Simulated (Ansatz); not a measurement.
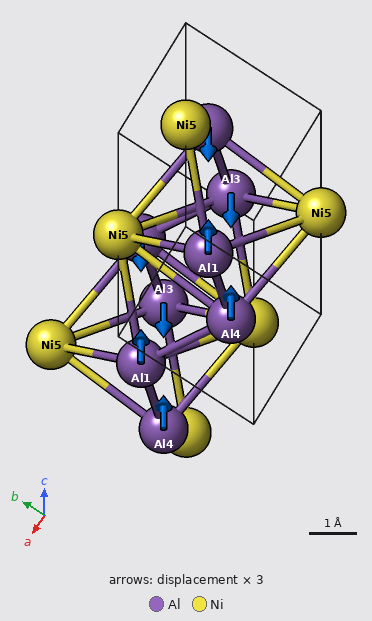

A relaxation of crystalline Al4Ni (a generated structure, set up in P6/mmm) (coarse preliminary run). The starting structure is drawn; blue arrows show the displacements (the part carried along by the change of the cell is left out), 3 times their true length.

The picture is a ball-and-stick view of the cell of the calculation, repeated 2 × 1 × 1 with one cell outlined, seen from a free direction.

Theory: Ansatz 0.2.0, DFT PBE, scalar-relativistic, plane waves, PAW.

Input
```yaml
crystal:
  lattice:
    - [4.40191269, 0.0, 0.0]
    - [-2.20095634, 3.81216821, 0.0]
    - [0.0, 0.0, 5.25955529]
  atoms:
    - { symbol: Al, position: [0.33333333, 0.66666667, 0.19386532] }
    - { symbol: Al, position: [0.33333333, 0.66666667, 0.80613468] }
    - { symbol: Al, position: [0.66666667, 0.33333333, 0.80613468] }
    - { symbol: Al, position: [0.66666667, 0.33333333, 0.19386532] }
    - { symbol: Ni, position: [0.0, 0.0, 0.5], spin: 2.0 }
basis:
  ecutwfc: 420
kpoints:
  mp_grid: { grid: [6, 6, 4] }
hamiltonian:
  xc: pbe
scf:
  occupations: { method: gaussian, width: 0.1 }
  lower_state_search: "off"
output:
  forces: true
  stress: true
  eigenvalues: true
  populations: true
magnetization:
  spin_polarized: true
relax:
  adjacent_minimum: "off"
  f_tol: 0.04
  max_steps: 70
  cell: { stress_tol: 0.4 }
```

Run as
```bash
ansatz run input.yaml --threads 1 --pin off --max-ram 2560MiB --backend cpu --events-out ev --progress --plain --runs-dir out
```

> Which element moves most?

Aluminium: up to 0.30 Å, against 0.00 Å for nickel.

> What did the optimiser do to the structure, and how much energy did it gain?

The largest moves relative to the cell, 0.30 Å, are those of Al1, Al2, Al3 and Al4. Al4 goes along +c. Ni stays in place. The drawn cell changes as follows: a = b 4.402 → 4.347 Å (−1.2 %), c 5.260 → 5.371 Å (+2.1 %); the volume changes by −0.4 %. Among the contacts that change: Al1–Al2 2.039 → 2.674 Å, Al1–Al2 (another image) 3.220 → 2.697 Å, Al1–Ni5 3.009 → 2.849 Å, Al1–Al4 2.541 → 2.510 Å. The space group stays P6/mmm (No. 191). The energy falls by 3.685 eV per cell of the calculation in 5 accepted moves (6 points after the start). Largest force component: 8 eV/Å at the start, 0.021 eV/Å at the end. The pressure goes from 11.30 to −0.07 GPa. The SCF was repeated once at an unchanged geometry on a basis and grid sized afresh for the cell, which shifted the energy by less than 0.05 meV per cell of the calculation at most. The program noted that the starting moments weren't kept. The run took 89 s on 1 thread of Arm Neoverse N1 (shared host), peak memory 0.38 GiB.
